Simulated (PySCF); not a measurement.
# C5H5FO: electronic excitations and core binding energies

Aim: predict the electronic excitations and core binding energies of C5H5FO (`O=C1C=CC[C@@H]1F`).

Computed with PySCF 2.14.0, with density-fitted response routines of our own, on a single molecule in the gas phase. Atoms count from 0, in the outputs and in this text.

## (1) The starting structure

12 atoms, charge 0, multiplicity 1; geometry from: GFN2-xTB.

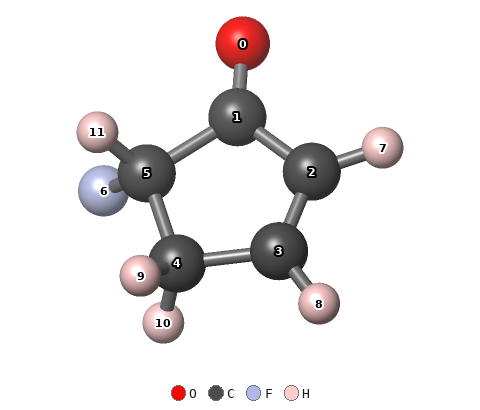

As it starts; oxygen red, carbon dark grey, fluorine light blue, hydrogen pink, atoms numbered; sticks join atoms by distance.

## (2) TDDFT and polarisability: CAM-B3LYP/def2-SVPD

What the job is given:

```
{"job": {"kind": "uv", "xc": "CAM-B3LYP", "basis": "def2-SVPD", "nstates": 8, "ntriplets": 3}, "charge": 0, "multiplicity": 1}
O      2.504894     0.302711    -0.120371
C      1.304626     0.255702    -0.108969
C      0.345756     1.332119    -0.375822
C     -0.907664     0.902193    -0.233390
C     -0.996318    -0.535547     0.159760
C      0.459990    -1.006809     0.187780
F      0.792916    -1.537692     1.411907
H      0.666728     2.324531    -0.634799
H     -1.798058     1.492011    -0.372517
H     -1.611683    -1.104362    -0.539089
H     -1.439900    -0.640849     1.152704
H      0.679911    -1.784693    -0.553219
```

Method: TDDFT CAM-B3LYP/def2-SVPD, vertical, gas phase, core orbitals frozen in the response.

The run is started by

```bash
> OMP_NUM_THREADS=1 python probes_run.py task.json out
```

The driver reads the jobs from task.json and runs them one after another.

Log:

```text
coarse grid: 10704 points
cycle   1  E = -367.9301796467  dE =  1.336e+00  |g| = 9.008e-01  |ddm| = 5.492e+00
cycle   2  E = -367.6167785309  dE =  3.134e-01  |g| = 1.607e+00  |ddm| = 2.970e+00
cycle   3  E = -368.0979546896  dE = -4.812e-01  |g| = 1.108e-01  |ddm| = 2.041e+00
cycle   4  E = -368.0997343531  dE = -1.780e-03  |g| = 7.372e-02  |ddm| = 2.267e-01
cycle   5  E = -368.1007123373  dE = -9.780e-04  |g| = 1.386e-02  |ddm| = 9.405e-02
cycle   6  E = -368.1007559319  dE = -4.359e-05  |g| = 5.289e-03  |ddm| = 3.310e-02
cycle   7  E = -368.1007638678  dE = -7.936e-06  |g| = 1.314e-03  |ddm| = 1.238e-02
final grid: 105712 points
cycle   8  E = -368.1719684688  dE = -2.827e-05  |g| = 5.164e-03  |ddm| = 7.438e-02
cycle   9  E = -368.1719629596  dE =  5.509e-06  |g| = 7.733e-03  |ddm| = 1.578e-02
cycle  10  E = -368.1719739013  dE = -1.094e-05  |g| = 7.710e-04  |ddm| = 8.515e-03
cycle  11  E = -368.1719740124  dE = -1.111e-07  |g| = 2.522e-04  |ddm| = 1.129e-03
cycle  12  E = -368.1719740238  dE = -1.143e-08  |g| = 9.800e-05  |ddm| = 4.444e-04
cycle  13  E = -368.1719740259  dE = -2.098e-09  |g| = 1.768e-05  |ddm| = 1.569e-04
cycle  14  E = -368.1719740261  dE = -1.648e-10  |g| = 5.257e-06  |ddm| = 7.857e-05
converged SCF energy = -368.1719740261

Static polarisability (au): isotropic 59.238, principal 43.123 58.751 75.840

Singlet excitations
state   eV       nm        f      main configurations
  1   3.7631    329.5   0.00029   H->L 0.94
  2   6.0449    205.1   0.27717   H-1->L 0.95
  3   6.8660    180.6   0.00455   H->L+2 0.59, H->L+4 0.16, H->L+1 0.09
  4   7.0768    175.2   0.00340   H-2->L 0.93
  5   7.5396    164.4   0.01511   H->L+1 0.39, H-3->L 0.27, H->L+4 0.14
  6   7.6326    162.4   0.00268   H-3->L 0.54, H->L+1 0.18
  7   7.9012    156.9   0.01306   H-1->L+1 0.80
  8   7.9380    156.2   0.00161   H-4->L 0.81

Triplet excitations (Tamm-Dancoff, eV): 3.2828 3.7505 5.9950
```

Wall time 31 s (1 thread of AMD EPYC 7R13, shared host); peak memory 0.88 GiB.

The orbitals next to the gap, with their largest atomic shares:

```csv
orbital,eV,atoms
HOMO−3,-12.28,"F6 45 %, O0 19 %, C1 10 %"
HOMO−2,-11.48,"F6 39 %, C5 21 %, C4 14 %"
HOMO−1,-9.73,"C2 31 %, C3 28 %, O0 15 %"
HOMO,-8.97,"O0 55 %, C1 13 %, C5 12 %"
LUMO,-0.82,"C3 28 %, O0 21 %, C1 21 %"
LUMO+1,1.22,"C3 22 %, C4 16 %, H9 14 %"
LUMO+2,1.52,"C2 15 %, C5 13 %, C3 12 %"
```

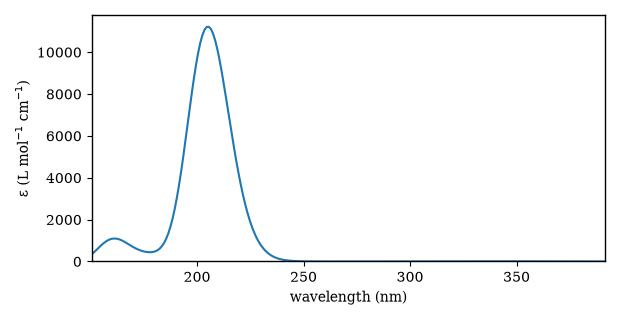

Absorption spectrum: each of the 8 states is a Gaussian band of 0.4 eV half-width at 1/e. Beyond the last state computed it falls off for lack of states.

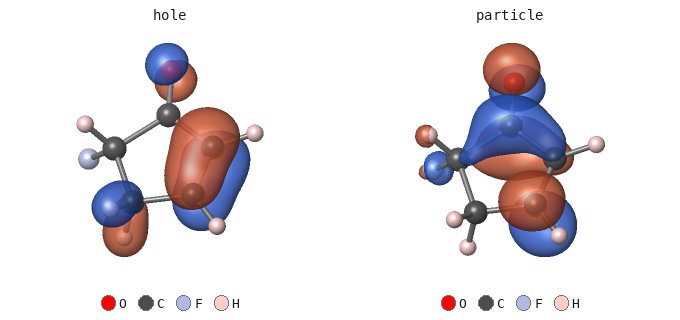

Leading natural transition orbitals of singlet state 2: the electron leaves the hole (left) for the particle orbital (right).

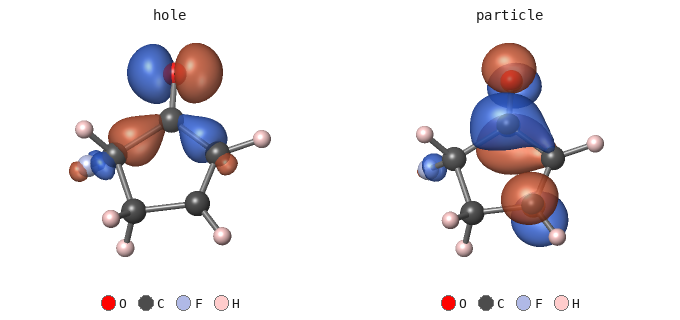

Leading natural transition orbitals of singlet state 1: the electron leaves the hole (left) for the particle orbital (right).

Further results of this job:

```csv
property,computed
dipole moment (D),4.80
polarisability (Å³),8.78
HOMO–LUMO gap (eV),8.14
−ε(HOMO) (eV),8.97
```

Orbitals, density, ELF and potential are computed afterwards from the orbital file.

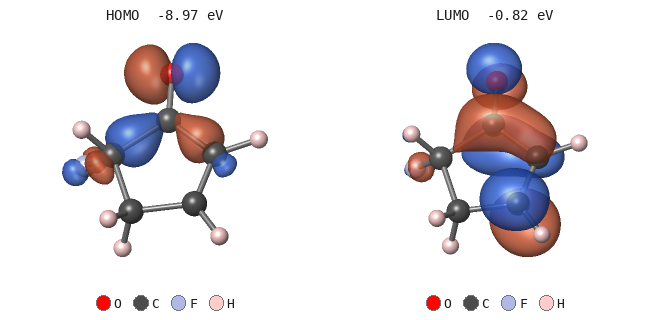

Frontier orbitals at CAM-B3LYP/def2-SVPD; each surface holds 70 % of the orbital's density, blue and red mark the sign.

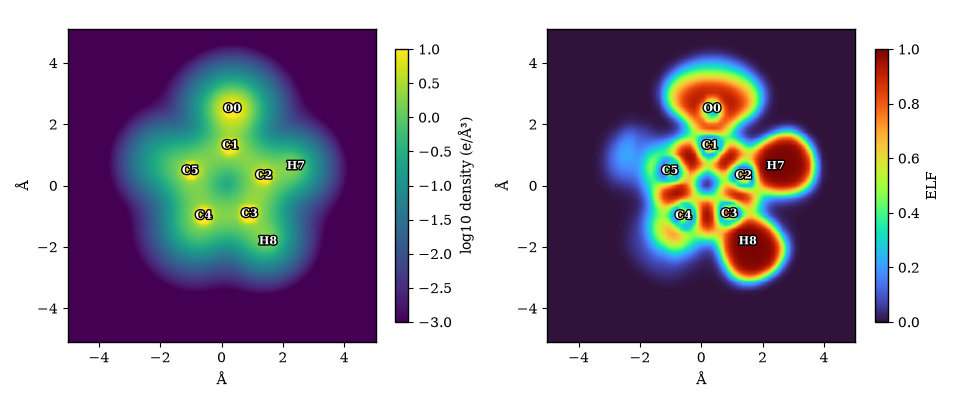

Density (left) and ELF (right) in a plane through or near 8 of the atoms.

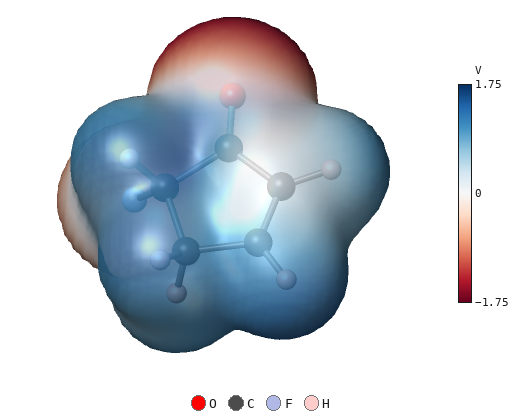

Electrostatic potential on the surface of density 0.002 e/bohr³; red is low, blue high. It runs, from the 1st to the 99th percentile, from -1.75 V near O0 to 1.44 V near H8.

## (3) Core-electron binding energies: SCAN, X2C

The job, as its differences from that of step 2:

```diff
@@ -1,2 +1,2 @@
-{"job": {"kind": "uv", "xc": "CAM-B3LYP", "basis": "def2-SVPD", "nstates": 8, "ntriplets": 3}, "charge": 0, "multiplicity": 1}
+{"job": {"kind": "xps"}, "charge": 0, "multiplicity": 1}
 O      2.504894     0.302711    -0.120371
```

With the program's defaults for keys left out, this is: delta-SCF UKS SCAN, pcX-2 on the ionised atom, pcseg-1 elsewhere, spin-free X2C.

Log:

```text
ground state, core basis on atom 0 (O), 154 functions
  cycle   1  E = -368.45247449  |g| = 9.25e-01
  cycle   2  E = -367.56903280  |g| = 2.23e+00
  cycle   3  E = -368.58062510  |g| = 3.63e-01
  cycle   4  E = -368.60941055  |g| = 1.31e-01
  cycle   5  E = -368.61230980  |g| = 6.56e-02
  cycle   6  E = -368.61334576  |g| = 1.75e-02
  cycle   7  E = -368.61340277  |g| = 9.44e-03
  cycle   8  E = -368.61342338  |g| = 2.16e-03
  cycle   9  E = -368.61342391  |g| = 6.78e-04
  cycle  10  E = -368.61342587  |g| = 1.87e-04
  E(ground) = -368.62117606 Eh
hole in O 1s of atom 0
  cycle   1  E = -348.01230005  |g| = 2.22e+00
  cycle   2  E = -347.13834858  |g| = 2.35e+00
  cycle   3  E = -348.59267198  |g| = 6.89e-01
  cycle   4  E = -348.62012583  |g| = 6.21e-01
  cycle   5  E = -348.84986544  |g| = 1.04e-01
  cycle   6  E = -348.85498681  |g| = 4.91e-02
  cycle   7  E = -348.85614284  |g| = 1.15e-02
  cycle   8  E = -348.85617927  |g| = 7.19e-03
  cycle   9  E = -348.85619729  |g| = 1.42e-03
  cycle  10  E = -348.85620045  |g| = 7.26e-04
  cycle  11  E = -348.85620028  |g| = 4.80e-04
  E(ion) = -348.86491744 Eh   <S^2> = 0.7681   hole on atom = 1.000   binding energy = 537.595 eV
ground state, core basis on atom 1 (C), 154 functions
  cycle   1  E = -368.59066332  |g| = 8.65e-02
  cycle   2  E = -368.58552277  |g| = 1.72e-01
  cycle   3  E = -368.59128367  |g| = 3.22e-02
  cycle   4  E = -368.59144986  |g| = 1.44e-02
  cycle   5  E = -368.59150762  |g| = 2.30e-03
  cycle   6  E = -368.59150753  |g| = 5.32e-04
  cycle   7  E = -368.59150787  |g| = 8.29e-05
  E(ground) = -368.60204775 Eh
hole in C 1s of atom 1
  cycle   1  E = -357.25322234  |g| = 1.51e+00
  cycle   2  E = -355.45888089  |g| = 2.34e+00
  cycle   3  E = -357.43134825  |g| = 8.31e-01
  cycle   4  E = -357.46460256  |g| = 8.44e-01
  cycle   5  E = -357.80006690  |g| = 1.73e-01
  cycle   6  E = -357.80913885  |g| = 1.12e-01
  cycle   7  E = -357.81383490  |g| = 2.00e-02
  cycle   8  E = -357.81401585  |g| = 1.01e-02
  cycle   9  E = -357.81410384  |g| = 4.36e-03
  cycle  10  E = -357.81414054  |g| = 3.43e-03
  cycle  11  E = -357.81416882  |g| = 2.03e-03
  cycle  12  E = -357.81417955  |g| = 1.16e-03
  cycle  13  E = -357.81418124  |g| = 6.18e-04
  cycle  14  E = -357.81418174  |g| = 3.29e-04
  E(ion) = -357.82281238 Eh   <S^2> = 0.7965   hole on atom = 1.000   binding energy = 293.318 eV
ground state, core basis on atom 2 (C), 154 functions
  cycle   1  E = -368.58683658  |g| = 6.18e-02
  cycle   2  E = -368.58627446  |g| = 5.61e-02
  cycle   3  E = -368.58636376  |g| = 5.17e-02
  cycle   4  E = -368.58696988  |g| = 1.38e-02
  cycle   5  E = -368.58701082  |g| = 2.70e-03
  cycle   6  E = -368.58701123  |g| = 5.18e-04
  cycle   7  E = -368.58701158  |g| = 1.86e-04
  E(ground) = -368.59819679 Eh
hole in C 1s of atom 2
  cycle   1  E = -357.31913974  |g| = 1.51e+00
  cycle   2  E = -356.11263182  |g| = 2.16e+00
  cycle   3  E = -357.70070220  |g| = 6.78e-01
  cycle   4  E = -357.73241932  |g| = 6.26e-01
  cycle   5  E = -357.88317332  |g| = 1.49e-01
  cycle   6  E = -357.89308100  |g| = 4.68e-02
  cycle   7  E = -357.89416341  |g| = 1.24e-02
  cycle   8  E = -357.89424318  |g| = 7.70e-03
  cycle   9  E = -357.89428090  |g| = 2.67e-03
  cycle  10  E = -357.89429200  |g| = 1.69e-03
  cycle  11  E = -357.89429456  |g| = 1.03e-03
  cycle  12  E = -357.89429529  |g| = 4.17e-04
  E(ion) = -357.90467098 Eh   <S^2> = 0.7850   hole on atom = 1.000   binding energy = 290.986 eV
ground state, core basis on atom 3 (C), 154 functions
  cycle   1  E = -368.58620150  |g| = 6.06e-02
  cycle   2  E = -368.58579769  |g| = 4.66e-02
  cycle   3  E = -368.58584524  |g| = 4.34e-02
  cycle   4  E = -368.58631907  |g| = 1.24e-02
  cycle   5  E = -368.58635542  |g| = 3.24e-03
  cycle   6  E = -368.58635757  |g| = 3.82e-04
  E(ground) = -368.59729472 Eh
hole in C 1s of atom 3
  cycle   1  E = -357.29222901  |g| = 1.51e+00
  cycle   2  E = -355.11566398  |g| = 2.42e+00
  cycle   3  E = -357.36220054  |g| = 1.05e+00
  cycle   4  E = -357.79280545  |g| = 4.55e-01
  cycle   5  E = -357.85152836  |g| = 2.32e-01
  cycle   6  E = -357.87448158  |g| = 3.83e-02
  cycle   7  E = -357.87519687  |g| = 1.44e-02
  cycle   8  E = -357.87536680  |g| = 9.13e-03
  cycle   9  E = -357.87547337  |g| = 6.07e-03
  cycle  10  E = -357.87558872  |g| = 4.19e-03
  cycle  11  E = -357.87565677  |g| = 3.00e-03
  cycle  12  E = -357.87568430  |g| = 1.25e-03
  cycle  13  E = -357.87568873  |g| = 6.73e-04
  cycle  14  E = -357.87568841  |g| = 5.92e-04
  cycle  15  E = -357.87568911  |g| = 1.60e-04
  E(ion) = -357.88534383 Eh   <S^2> = 0.8529   hole on atom = 1.000   binding energy = 291.487 eV
ground state, core basis on atom 4 (C), 154 functions
  cycle   1  E = -368.58584135  |g| = 6.00e-02
  cycle   2  E = -368.58552495  |g| = 4.16e-02
  cycle   3  E = -368.58545653  |g| = 4.39e-02
  cycle   4  E = -368.58593615  |g| = 1.38e-02
  cycle   5  E = -368.58597532  |g| = 3.02e-03
  cycle   6  E = -368.58597807  |g| = 3.58e-04
  E(ground) = -368.59633380 Eh
hole in C 1s of atom 4
  cycle   1  E = -357.30895336  |g| = 1.51e+00
  cycle   2  E = -356.05059997  |g| = 2.17e+00
  cycle   3  E = -357.58161516  |g| = 7.66e-01
  cycle   4  E = -357.67789343  |g| = 6.50e-01
  cycle   5  E = -357.86186579  |g| = 1.53e-01
  cycle   6  E = -357.86695608  |g| = 1.00e-01
  cycle   7  E = -357.87125671  |g| = 2.17e-02
  cycle   8  E = -357.87145480  |g| = 1.02e-02
  cycle   9  E = -357.87149644  |g| = 3.60e-03
  cycle  10  E = -357.87150504  |g| = 1.46e-03
  cycle  11  E = -357.87150982  |g| = 9.92e-04
  cycle  12  E = -357.87151248  |g| = 8.26e-04
  cycle  13  E = -357.87151744  |g| = 7.00e-04
  cycle  14  E = -357.87152091  |g| = 5.27e-04
  cycle  15  E = -357.87152612  |g| = 5.13e-04
  cycle  16  E = -357.87152736  |g| = 2.24e-04
  E(ion) = -357.88073886 Eh   <S^2> = 0.7704   hole on atom = 1.000   binding energy = 291.586 eV
ground state, core basis on atom 5 (C), 154 functions
  cycle   1  E = -368.59075946  |g| = 5.94e-02
  cycle   2  E = -368.59069257  |g| = 2.78e-02
  cycle   3  E = -368.59064882  |g| = 3.18e-02
  cycle   4  E = -368.59084010  |g| = 7.80e-03
  cycle   5  E = -368.59085368  |g| = 1.93e-03
  cycle   6  E = -368.59085415  |g| = 6.93e-04
  cycle   7  E = -368.59085330  |g| = 1.65e-04
  E(ground) = -368.60073706 Eh
hole in C 1s of atom 5
  cycle   1  E = -357.25291025  |g| = 1.51e+00
  cycle   2  E = -353.71774334  |g| = 2.93e+00
  cycle   3  E = -357.35164689  |g| = 1.04e+00
  cycle   4  E = -357.71280971  |g| = 5.22e-01
  cycle   5  E = -357.78257515  |g| = 2.48e-01
  cycle   6  E = -357.79489982  |g| = 2.00e-01
  cycle   7  E = -357.81259882  |g| = 3.58e-02
  cycle   8  E = -357.81313241  |g| = 9.73e-03
  cycle   9  E = -357.81318206  |g| = 4.26e-03
  cycle  10  E = -357.81319275  |g| = 1.80e-03
  cycle  11  E = -357.81319675  |g| = 1.01e-03
  cycle  12  E = -357.81319603  |g| = 8.83e-04
  cycle  13  E = -357.81319697  |g| = 2.13e-04
  E(ion) = -357.82315676 Eh   <S^2> = 0.7739   hole on atom = 1.000   binding energy = 293.273 eV
ground state, core basis on atom 6 (F), 154 functions
  cycle   1  E = -368.62950221  |g| = 1.17e-01
  cycle   2  E = -368.62917179  |g| = 5.99e-02
  cycle   3  E = -368.62910020  |g| = 6.50e-02
  cycle   4  E = -368.62967140  |g| = 4.33e-03
  cycle   5  E = -368.62967429  |g| = 1.51e-03
  cycle   6  E = -368.62967549  |g| = 3.96e-04
  E(ground) = -368.64194053 Eh
hole in F 1s of atom 6
  cycle   1  E = -342.27955790  |g| = 2.58e+00
  cycle   2  E = -340.99848965  |g| = 2.60e+00
  cycle   3  E = -342.34157904  |g| = 1.31e+00
  cycle   4  E = -342.98480790  |g| = 6.57e-01
  cycle   5  E = -343.09386963  |g| = 3.91e-01
  cycle   6  E = -343.16819706  |g| = 8.19e-02
  cycle   7  E = -343.17118942  |g| = 3.10e-02
  cycle   8  E = -343.17164293  |g| = 1.15e-02
  cycle   9  E = -343.17169290  |g| = 6.05e-03
  cycle  10  E = -343.17171096  |g| = 1.40e-03
  cycle  11  E = -343.17171176  |g| = 3.81e-04
  E(ion) = -343.18895130 Eh   <S^2> = 0.7570   hole on atom = 1.000   binding energy = 692.611 eV
```

Wall time 88 s (1 thread of AMD EPYC 7R13, shared host); peak memory 0.69 GiB.

The holes in one table. −ε is the ground-state orbital energy:

```csv
hole,stands for,environment,ΔSCF (eV),−ε (eV),⟨S²⟩
O1s on O0,O0,ketone oxygen,537.60,516.6,0.768
C1s on C1,C1,ketone carbonyl carbon,293.32,276.2,0.797
C1s on C2,C2,α carbon of a C=C–C=O unit,290.99,274.3,0.785
C1s on C3,C3,β carbon of a C=C–C=O unit,291.49 (doubtful),275.0,0.853
C1s on C4,C4,allylic sp3 CH2,291.59,274.5,0.770
C1s on C5,C5,"sp3 CH bonded to F, α to a carbonyl",293.27,276.2,0.774
F1s on F6,F6,fluorine on an sp3 carbon,692.61,666.6,0.757
```

Doubtful: the ion did not converge, its hole moved, or its ⟨S²⟩ is well above 0.75.

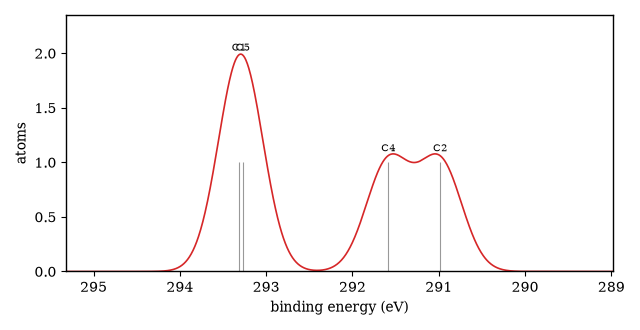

The C1s photoelectron lines, weighted by the number of atoms. Only 4 of the 5 C atoms are covered by sound results. Lines are broadened to a width of 0.60 eV (Gaussian).

## (4) Summary of results

```
                                                    quantity                                          value
                        lowest singlet (CAM-B3LYP/def2-SVPD)                    3.76 eV (329 nm), f = 0.000
                    brightest single state of those computed                    state 2, 6.04 eV, f = 0.277
                                              lowest triplet                                        3.28 eV
                       surface potential, 1st and 99th percentile                             -1.75 V and 1.44 V
C1s binding energies, SCAN/pcX-2 (standing for 4 of 5 atoms)  C1 293.32, C5 293.27, C4 291.59, C2 290.99 eV
                            O1s binding energies, SCAN/pcX-2                                   O0 537.60 eV
                            F1s binding energies, SCAN/pcX-2                                   F6 692.61 eV
```

What this shows: The lowest singlet, at 3.76 eV, is HOMO→LUMO 0.94 and is dark; of the 8 states computed, the strongest absorption comes from state 2 at 6.04 eV. The lowest triplet lies 0.48 eV below the lowest singlet (triplets in Tamm-Dancoff, singlets in full TDDFT). By nearest atom (CAM-B3LYP/def2-SVPD), the HOMO sits on O0 58 %; C5 13 % and the LUMO on C1, C3 about 25 % each; O0 20 %. The C1s levels kept as sound span 2.33 eV, from C2 (α carbon of a C=C–C=O unit) up to C1 (ketone carbonyl carbon). Only 4 of the 5 C atoms are covered by sound results.
